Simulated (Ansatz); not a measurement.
# ZrCdS3 (model cell, started as cubic perovskite with Zr in the octahedra): following an unstable mode, part 2 of 3

Wanted: the energy along a soft mode of ZrCdS3 (model cell, started as cubic perovskite with Zr in the octahedra) and the structure at the end.

Ansatz 0.2.0; DFT PBEsol, scalar-relativistic, plane waves, PAW; PAW set soft_1.

So far, highest frequency on the path or at a solved wavevector (cm⁻¹): step 2 (response at finite wavevector) 467. Also lowest frequency on the path (cm⁻¹): step 2 -184.

The structure was built from a prototype and need not be the compound's stable phase.

### 5. Energy along the mode, all amplitudes (two of the runs are shown above)

An imaginary frequency means negative curvature, so the energy should fall and then rise again as anharmonic terms take over.

This step gave:

- depth at the lowest point sampled: 207.4 meV/atom
- largest atomic shift at that point: 0.6 Å

Energy from the parent against largest atomic shift:

```tsv
largest atomic shift (Å)	energy from the parent (meV/atom)
0.000	0
0.040	-1.25
0.080	-4.95
0.140	-14.8
0.220	-34.7
0.320	-69.5
0.450	-129
0.600	-207
```

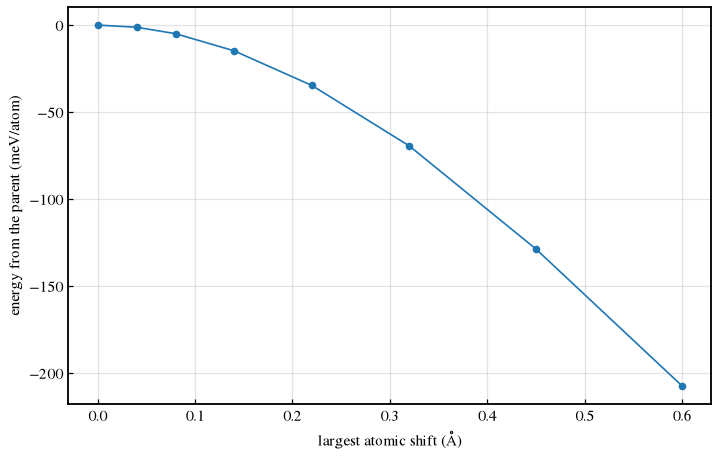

Energy from the parent against largest atomic shift.

Displacement at unit largest shift by atom:

```tsv
atom	x (Å)	y (Å)	z (Å)	size
Cd1	0.000	0.000	0.000	0.000
Cd2	0.000	0.000	0.000	0.000
Zr3	0.000	0.000	0.000	0.000
Zr4	0.000	0.000	0.000	0.000
S5	0.707	-0.707	0.000	1.000
S6	-0.707	0.707	0.000	1.000
S7	0.000	0.000	-0.707	0.707
S8	0.000	0.000	0.707	0.707
S9	0.000	0.000	-0.707	0.707
S10	0.000	0.000	0.707	0.707
```

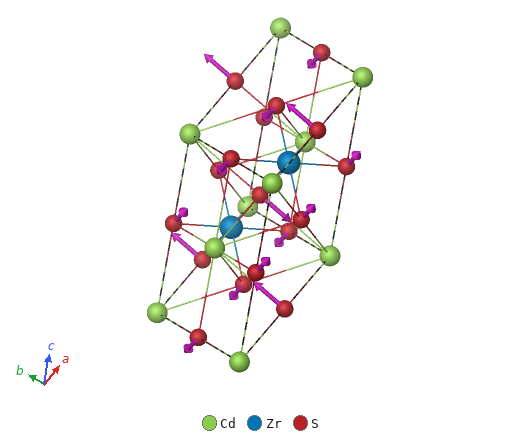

Displacement at unit largest shift as arrows, the longest 1.000 Å. Some periodic images of atoms are drawn too.

The lowest of the steps tried is the last one, at 0.6 Å, 207 meV/atom below the parent; the bottom of the well need not coincide with a step.

### 6. Relaxing from the distorted cell

Starting from the lowest point found, all atoms and the cell are let go, so that strain and other modes of the same symmetry can join in.

input.yaml reads:

```yaml
crystal:
  lattice:
    - [4.9204475525, 4.9204475525, 0.0]
    - [4.9204475525, 0.0, 4.9204475525]
    - [4.9204475525, 0.0, -4.9204475525]
  atoms:
    - { symbol: Cd, position: [0.0, 0.5, 0.5] }
    - { symbol: Cd, position: [0.0, 0.0, 0.0] }
    - { symbol: Zr, position: [0.5, 0.25, 0.75] }
    - { symbol: Zr, position: [0.5, 0.75, 0.25] }
    - { symbol: S, position: [0.4137753092, 0.0862246908, 1.0862246908] }
    - { symbol: S, position: [0.5862246908, 0.4137753092, 0.4137753092] }
    - { symbol: S, position: [0.0, -0.0431123454, 0.5431123454] }
    - { symbol: S, position: [0.0, 0.5431123454, -0.0431123454] }
    - { symbol: S, position: [0.5, -0.0431123454, 0.5431123454] }
    - { symbol: S, position: [0.5, 0.5431123454, -0.0431123454] }
kpoints:
  mp_grid: { grid: [8, 8, 8] }
hamiltonian:
  xc: pbesol
  pseudopotentials: { kind: paw, azcp: { folder: soft_1 }, xc_functional: pbe }
scf:
  occupations: { method: methfessel_paxton, width: 0.2 }
output:
  forces: true
  stress: true
  eigenvalues: true
relax:
  adjacent_minimum: "off"
  f_tol: 0.002
  max_steps: 120
  cell: { stress_tol: 0.03 }
```

Command:

```bash
> ansatz run input.yaml --threads 8 --pin off --max-ram 16384MiB --backend cpu --events-out ev --progress --plain --runs-dir out
```

Numbers of over 12 decimals in the logs are rounded to 6 here.

The log of the run:

```text
[...]
Crystal: 10 atoms, lattice volume = 238.256 Å³
Basis set: ecut = 420 eV, 4645 PW (Γ), exchange–correlation on 96×96×96 points (8 copies of the dense FFT grid, shifted against one another)
Bands: 60, of which v1, the nominal top of the filled ones, is band 50 counted from 1 (49 counted from 0)
Symmetry: 8 space group operations
[...]
k-points: 95 of 512
[...]
SCF iter   1: F=—  HF=-29944.514096 eV  |F-HF|=—  |Δ(HF+E_count)|=         —  Δρ=3.67e-2  dr2=6.16e0  ethr=3.10e-3  ⟨swp⟩=6.6  Hψ=22174  notcnv=0
[...]
SCF iter  10: F=-29942.806598 eV  HF=-29942.806598 eV  |F-HF|=9.82e-11  |Δ(HF+E_count)|=   1.08e-8  S|Δr|=    0.00e0  Δρ=1.45e-6  dr2=9.30e-9  ethr=1.00e-10  ⟨swp⟩=13.1  Hψ=24231  notcnv=0
SCF 1 converged in 10 iterations: F = -29942.806598 eV  dr2 = 9.30e-9
[...]
relax step   1: F+E_penalty+E_count = -29942.80659771 eV  Δ(F+E_penalty+E_count) = +0.000e0 eV  max|allowed force component| = 9.805e-1 eV/Å  Δτ_max = 0.0000 Å  P = -3.655 GPa  Ω = 238.256 Å³  (10 SCF iters, dr2 threshold 1.00e-7 eV, accepted)
Crystal: 10 atoms, lattice volume = 227.409 Å³
Basis set: ecut = 420 eV, 4465 PW (Γ), exchange–correlation on 96×96×96 points (8 copies of the dense FFT grid, shifted against one another)
[...]
SCF iter   7: F=-29944.172788 eV  HF=-29944.172788 eV  |F-HF|=1.36e-7  |Δ(HF+E_count)|=   8.46e-7  S|Δr|=    0.00e0  Δρ=9.64e-6  dr2=3.07e-7  ethr=1.00e-9  ⟨swp⟩=7.7  Hψ=25042  notcnv=0
SCF 2 converged in 7 iterations: F = -29944.172788 eV  dr2 = 3.07e-7
relax step   2: F+E_penalty+E_count = -29944.17278785 eV  Δ(F+E_penalty+E_count) = -1.366e0 eV  max|allowed force component| = 8.610e-1 eV/Å  Δτ_max = 0.1949 Å  P = -2.255 GPa  Ω = 227.409 Å³  energy of the carried Pulay correction = +1.079e-3 eV  (7 SCF iters, dr2 threshold 1.00e-6 eV, accepted)
Crystal: 10 atoms, lattice volume = 219.399 Å³
Basis set: ecut = 420 eV, 4295 PW (Γ), exchange–correlation on 96×96×96 points (8 copies of the dense FFT grid, shifted against one another)
[...]
SCF iter   7: F=-29945.166998 eV  HF=-29945.166998 eV  |F-HF|=5.65e-8  |Δ(HF+E_count)|=   1.03e-6  S|Δr|=    0.00e0  Δρ=7.18e-6  dr2=2.11e-7  ethr=1.00e-9  ⟨swp⟩=8.0  Hψ=25100  notcnv=0
WARN: on these k-points the computed levels leave a gap of 0.6776 eV at the electron count, 3.4 widths of the methfessel_paxton smearing (0.2000 eV); against the step filling of these same bands (every level under the gap full, every level over it empty) smearing changes F+E_penalty+E_count by +0.088 meV and its σ→0 estimate by -0.109 meV; at least one of the two is larger in size than the energy tolerance (0.100 meV [...]
SCF 3 converged in 7 iterations: F = -29945.166998 eV  dr2 = 2.11e-7
relax step   3: F+E_penalty+E_count = -29945.16699762 eV  Δ(F+E_penalty+E_count) = -9.942e-1 eV  max|allowed force component| = 4.773e-1 eV/Å  Δτ_max = 0.1948 Å  P = -0.993 GPa  Ω = 219.399 Å³  energy of the carried Pulay correction = +1.909e-3 eV  (7 SCF iters, dr2 threshold 1.00e-6 eV, accepted)
[...]
relax step   4: F+E_penalty+E_count = -29945.46881037 eV  Δ(F+E_penalty+E_count) = -3.018e-1 eV  max|allowed force component| = 1.819e-1 eV/Å  Δτ_max = 0.1915 Å  P = +0.645 GPa  Ω = 213.894 Å³  energy of the carried Pulay correction = +2.496e-3 eV  (7 SCF iters, dr2 threshold 1.00e-6 eV, accepted)
[...]
relax step   5: F+E_penalty+E_count = -29945.46499655 eV  Δ(F+E_penalty+E_count) = +3.814e-3 eV  max|allowed force component| = 3.168e-1 eV/Å  Δτ_max = 0.1450 Å  P = -0.319 GPa  Ω = 215.885 Å³  energy of the carried Pulay correction = +2.282e-3 eV  (7 SCF iters, dr2 threshold 1.00e-6 eV, rejected (line search))
[...]
relax step   6: F+E_penalty+E_count = -29945.51803527 eV  Δ(F+E_penalty+E_count) = -4.922e-2 eV  max|allowed force component| = 3.329e-2 eV/Å  Δτ_max = 0.0551 Å  P = +0.051 GPa  Ω = 215.260 Å³  energy of the carried Pulay correction = +2.349e-3 eV  (11 SCF iters, accepted)
[...]
relax step   7: F+E_penalty+E_count = -29945.52002033 eV  Δ(F+E_penalty+E_count) = -1.985e-3 eV  max|allowed force component| = 4.390e-3 eV/Å  Δτ_max = 0.0248 Å  P = +0.019 GPa  Ω = 215.274 Å³  energy of the carried Pulay correction = +2.347e-3 eV  (6 SCF iters, dr2 threshold 1.36e-7 eV, accepted)
[...]
relax step   8: F+E_penalty+E_count = -29945.52003434 eV  Δ(F+E_penalty+E_count) = -1.401e-5 eV  max|allowed force component| = 3.645e-4 eV/Å  Δτ_max = 0.0017 Å  P = +0.001 GPa  Ω = 215.325 Å³  energy of the carried Pulay correction = +2.342e-3 eV  (6 SCF iters, dr2 threshold 1.20e-9 eV, accepted)
Basis set: ecut = 420 eV, 4189 PW (Γ), exchange–correlation on 100×96×96 points (8 copies of the dense FFT grid, shifted against one another)
[...]
SCF iter   6: F=-29945.518008 eV  HF=-29945.518008 eV  |F-HF|=1.46e-11  |Δ(HF+E_count)|=  2.18e-11  S|Δr|=    0.00e0  Δρ=6.66e-8  dr2=1.08e-11  ethr=1.00e-12  ⟨swp⟩=6.6  Hψ=22895  notcnv=0
SCF 9 converged in 6 iterations: F = -29945.518008 eV  dr2 = 1.08e-11
relax step   9: F+E_penalty+E_count = -29945.51800783 eV  Δ(F+E_penalty+E_count) = +2.027e-3 eV  max|allowed force component| = 4.015e-4 eV/Å  Δτ_max = 0.0000 Å  P = +0.000 GPa  Ω = 215.325 Å³  stress off target by 7.61e-3 GPa  SCF on the basis re-selected at this cell (its energy is not comparable with the rows above)  (6 SCF iters)
basis re-selected at this cell: Δ(F+E_penalty+E_count) = +2.027e-3 eV, ΔP = -0.001 GPa vs the last step (what re-selecting the basis moved, of the pressure what is left beyond the Pulay correction that the steps carried, after the strain that the cell walked since its last selection, with what the two solves' SCF thresholds leave and, on support functions, any second-order correction that the steps lacked; it is no measure of the basis error at this ecutwfc). The dense FFT grid was sized anew with the basis: this SCF ran on 50×48×48 points, the steps before it on 48×48×48, so part of this shift can come from that change (see relax.cell in the input reference). [rest of the remark cut]
SCF converged after 6 iterations
[...]
Free energy (F): -29945.518008 eV
[...]
Internal energy: -29945.519220 eV  (E = F + TS)
E sigma→0 (E₀):  -29945.518311 eV
Entropy (-TS):   0.001212 eV (0.121 meV/atom)
Fermi energy:    8.766642 eV
Step filling:    the computed levels leave a gap of 0.5425 eV = 2.7 smearing widths at the electron count; against every level under it full and every level over it empty, smearing changes F+E_penalty+E_count by +0.173 meV and its σ→0 estimate by -0.130 meV
[...]
--- Forces (eV/Å), atoms counted from 1 ---
  atom   1  Cd    -0.00040146     0.00040146     0.00000000
  atom   2  Cd     0.00040146    -0.00040146     0.00000000
  atom   3  Zr     0.00000000     0.00000000     0.00000000
  atom   4  Zr     0.00000000     0.00000000     0.00000000
  atom   5  S     -0.00012187     0.00012187     0.00000000
  atom   6  S      0.00012187    -0.00012187     0.00000000
  atom   7  S      0.00000000     0.00000000     0.00002703
  atom   8  S      0.00000000     0.00000000    -0.00002703
  atom   9  S      0.00000000     0.00000000     0.00002703
  atom  10  S     -0.00000000     0.00000000    -0.00002703
  max |Σ_I F_I| component: 0.00e0 eV/Å
--- Stress (GPa, compression-positive) ---
        0.002435       0.005173       0.000000
        0.005173       0.002435       0.000000
        0.000000       0.000000      -0.003853
  P = ⅓ Tr σ = 0.0003 GPa (0.003 kbar)
--- Band table (eV; the first three rows and the last of 95) ---
  k-point 0: bands = [... 46 lower, 7.9384, 8.0600, 8.3559, 8.4754, 9.0961, 9.5089, 10.0676, 10.1675, ... 6 higher]
  k-point 1: bands = [... 46 lower, 7.6694, 8.1081, 8.1346, 8.4055, 9.1752, 9.5960, 10.1284, 10.3108, ... 6 higher]
  k-point 2: bands = [... 46 lower, 7.6978, 7.7027, 8.1170, 8.2635, 9.3272, 9.6163, 10.3082, 10.6084, ... 6 higher]
  k-point 94: bands = [... 46 lower, 7.1192, 7.1192, 7.6906, 7.6906, 9.7913, 9.7913, 10.5773, 10.5773, ... 6 higher]
--- Relaxed structure (8 steps of the walk, 7 accepted, 1 SCFs on fresh bases) ---
  F+E_penalty+E_count = -29945.51800783 eV   max|allowed force component| = 4.015e-4 eV/Å   (the final SCF, on the basis selected at the relaxed cell)
  cell:  # Å, volume = 215.3249 Å³
    - [5.085320, 5.085320, 0.0]
    - [4.775451, 0.309869, 4.740977]
    - [4.775451, 0.309869, -4.740977]
  atoms:
    - { symbol: Cd, position: [-0.057536, 0.557536, 0.557536] }
    - { symbol: Cd, position: [0.057536, -0.057536, -0.057536] }
    - { symbol: Zr, position: [0.5, 0.250000, 0.75] }
    - { symbol: Zr, position: [0.5, 0.75, 0.250000] }
    - { symbol: S, position: [0.336116, 0.163884, 1.163884] }
    - { symbol: S, position: [0.663884, 0.336116, 0.336116] }
    - { symbol: S, position: [-1.3877787807814457e-17, -0.079396, 0.579396] }
    - { symbol: S, position: [-1.3877787807814457e-17, 0.579396, -0.079396] }
    - { symbol: S, position: [0.500000, -0.079396, 0.579396] }
    - { symbol: S, position: [0.500000, 0.579396, -0.079396] }
```

The job ended after 80 s (8 threads of AMD EPYC 7B13 (Zen 3), shared host; peak memory 1.6 GiB).

Relaxation path:

```tsv
step	energy less that of the first step (eV)	largest force component (eV/Å)	pressure (GPa)	volume (Å³)
1	0.0000	0.9805	-3.65	238.26
2	-1.3662	0.8610	-2.25	227.41
3	-2.3604	0.4773	-0.99	219.40
4	-2.6622	0.1819	0.65	213.89
5	-2.6584	0.3168	-0.32	215.89
6	-2.7114	0.0333	0.05	215.26
7	-2.7134	0.0044	0.02	215.27
8	-2.7134	0.0004	0.00	215.32
9*	-2.7114	0.0004	0.00	215.32
```

Relaxation steps marked * repeat the geometry before them on a plane-wave basis chosen anew for their cell, so energy and pressure can jump there. Relaxation step 5 was tried and not accepted.

Forces are held to the 8 operations that the run works with; a distortion that breaks them can't arise in this run.

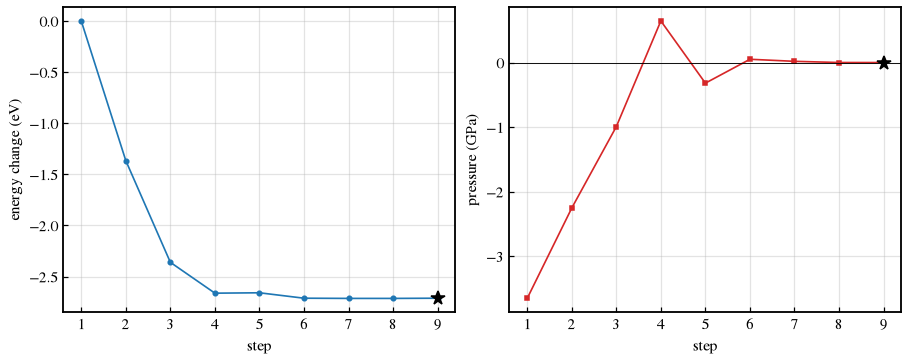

Energy and pressure along the relaxation. Stars mark steps on a basis chosen anew.

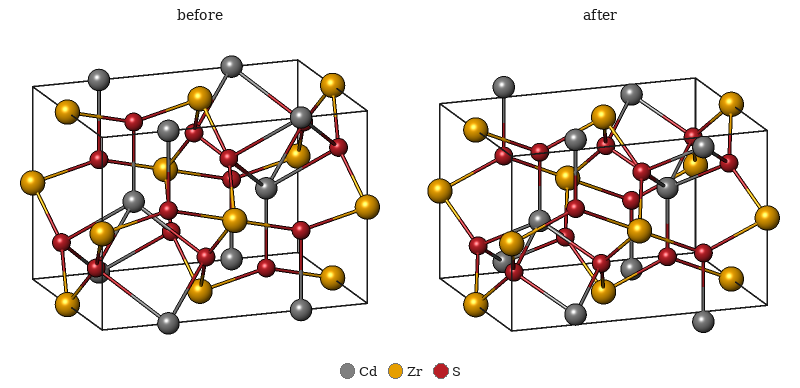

The structure before and after the relaxation, drawn at the same scale.

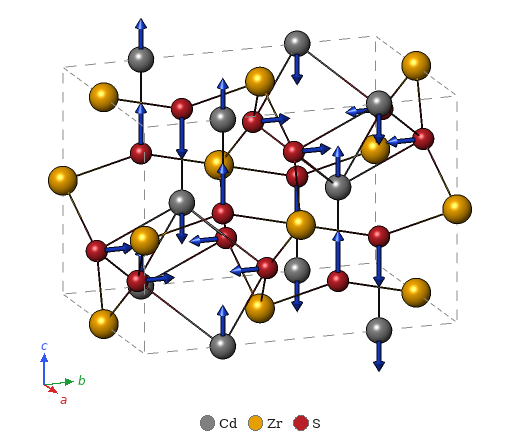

Displacements in the relaxation, exaggerated, measured against the changing cell; the longest in the cell stands for 0.49 Å. Some periodic images of atoms are drawn too.

```tsv
conventional cell, symmetrised	before	after	change
a (Å)	6.959	7.192	+3.4 %
b (Å)	9.841	9.482	-3.6 %
c (Å)	6.959	6.315	-9.2 %
volume (Å³/atom)	23.83	21.53	-9.6 %
```

The atoms that moved most (Å, as changes of fractional coordinates times the final cell):

```tsv
atom	dx	dy	dz	length
S6	-0.347	0.347	0.000	0.490
S5	0.347	-0.347	0.000	0.490
Cd2	-0.257	0.257	0.000	0.363
Cd1	0.257	-0.257	0.000	0.363
S9	0.000	0.000	-0.344	0.344
S10	0.000	0.000	0.344	0.344
S8	0.000	0.000	0.344	0.344
S7	0.000	0.000	-0.344	0.344
```

Numbers from this step:

```yaml
pressure: 3.39e-4 GPa
volume_per_atom: 21.53 Å³
gap_on_the_k_mesh: 0.5425 eV
```

The distorted start has space group Imma; the relaxation ends in Imma.

### 7. The new phase in its own primitive cell

The relaxed structure is symmetrised, reduced to its primitive cell and relaxed tightly, as its phonons need.

input.yaml reads:

```yaml
crystal:
  lattice:
    - [-3.5958642783, 4.7409772852, 3.157643978]
    - [3.5958642783, -4.7409772852, 3.157643978]
    - [3.5958642783, 4.7409772852, -3.157643978]
  atoms:
    - { symbol: Cd, position: [0.3075361032, 0.0575361032, 0.25] }
    - { symbol: Cd, position: [0.6924638968, 0.9424638968, 0.75] }
    - { symbol: Zr, position: [0.5, 0.5, 0.0] }
    - { symbol: Zr, position: [0.0, 0.5, 0.5] }
    - { symbol: S, position: [0.9138838318, 0.6638838318, 0.25] }
    - { symbol: S, position: [0.0861161682, 0.3361161682, 0.75] }
    - { symbol: S, position: [0.3293955893, 0.0, 0.8293955893] }
    - { symbol: S, position: [0.6706044107, 0.0, 0.1706044107] }
    - { symbol: S, position: [0.3293955893, 0.5, 0.3293955893] }
    - { symbol: S, position: [0.6706044107, 0.5, 0.6706044107] }
kpoints:
  mp_grid: { grid: [6, 6, 6] }
hamiltonian:
  xc: pbesol
  pseudopotentials: { kind: paw, azcp: { folder: soft_1 }, xc_functional: pbe }
scf:
  occupations: { method: fixed }
output:
  forces: true
  stress: true
  eigenvalues: true
relax:
  adjacent_minimum: "off"
  f_tol: 0.001
  max_steps: 60
  cell: { stress_tol: 0.01 }
```

The log of the run:

```text
[...]
Crystal: 10 atoms, lattice volume = 215.325 Å³
Basis set: ecut = 420 eV, 4189 PW (Γ), exchange–correlation on 96×96×96 points (8 copies of the dense FFT grid, shifted against one another)
Bands: 60, of which v1, the nominal top of the filled ones, is band 50 counted from 1 (49 counted from 0)
Symmetry: 8 space group operations
[...]
k-points: 46 of 216
[...]
- { symbol: Zr, position: [0.500000, 0.500000, 0.0] }
    - { symbol: Zr, position: [0.0, 0.5, 0.5] }
    - { symbol: S, position: [0.9138838318, 0.6638838318, 0.250000] }
    - { symbol: S, position: [0.086116, 0.336116, 0.75] }
    - { symbol: S, position: [0.3293955893, 8.326672684688674e-17, 0.8293955893] }
    - { symbol: S, position: [0.6706044107, 0.0, 0.170604] }
    - { symbol: S, position: [0.3293955893, 0.5, 0.3293955893] }
    - { symbol: S, position: [0.6706044107, 0.5, 0.6706044107] }
[key lines of the parts left out:]
SCF converged after 7 iterations
Free energy (F): -29945.517895 eV
Fermi energy:    8.474947 eV
P = ⅓ Tr σ = 0.0004 GPa (0.004 kbar)
```

Run time: 9.4 s. Hardware: 8 threads; peak memory 1.2 GiB.

Little changed from the start: no atom moved by 0.005 Å and no cell edge by 0.1 %.

This step gave:

```
pressure           : 4.28e-4 GPa
gap on the k-mesh  : 0.5664 eV
direct gap on mesh : 0.6215 eV
```

The largest force component left is 0.40 meV/Å and the pressure is 0.000 GPa, within the tolerances set. The cell now holds 21.53 Å³/atom.

(Part 2 of 3 ends here.)

[Logs are printed without paths, hosts, clocks, repeated set-up lines and the standing remarks that a program may print on its own settings, such as how far it seeks lower states.]

[Hosts, paths, dates, database ids (printed as entryN), source tags and the programs' standing remarks are cut or masked in the printed files.]
